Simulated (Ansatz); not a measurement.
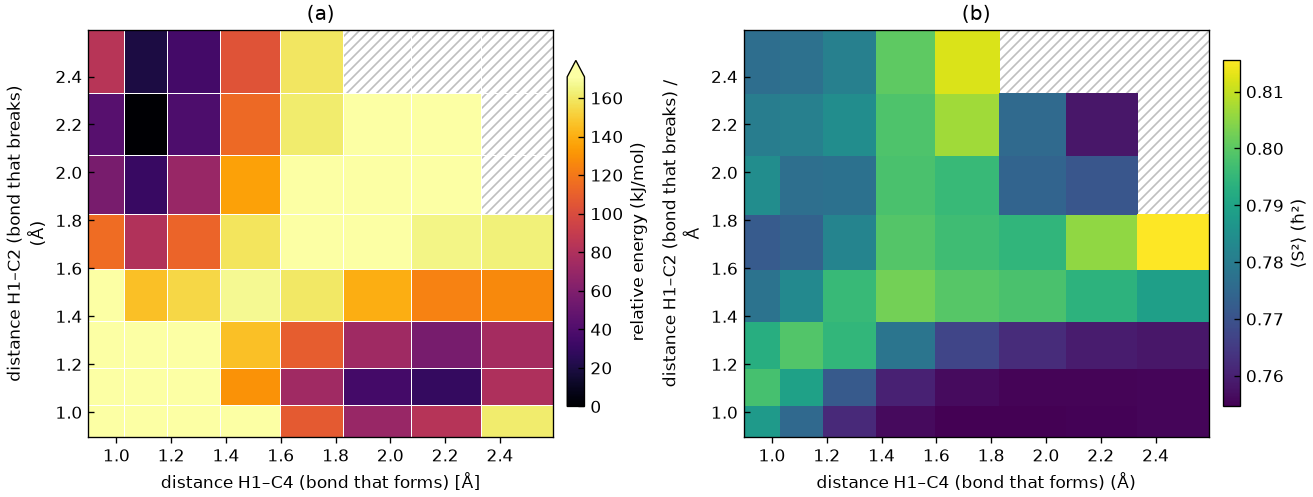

The reacting system C₂H₂NO, spin multiplicity 2. 
- Coordinates scanned: (1) distance H1–C4 (bond that forms); (2) distance H1–C2 (bond that breaks).
- Relaxed at each point: all other coordinates.
- Grid: 8 × 8 points. At 5 points there is no value.
- Points are written as (first, second).
- Energies: kJ/mol, counted from the lowest grid point.
- The calculation used Ansatz, UKS r2SCAN0-D4/def2-SVP.

Panel (a) is the energy; panel (b) is the computed ⟨S²⟩, in ħ².

Drawn: one coloured cell a grid point, one colour for all values above the top of the scale, hatched blanks where no value was computed.

How does the ⟨S²⟩ vary over the map, and what is it at the lowest grid point?

Leaving out the highest fifth of the energies, it runs from 0.75 ħ² at (1.708 Å, 0.963 Å) to 0.82 ħ² at (2.463 Å, 1.708 Å). At the lowest grid point, (1.095 Å, 2.200 Å), it is 0.78 ħ².
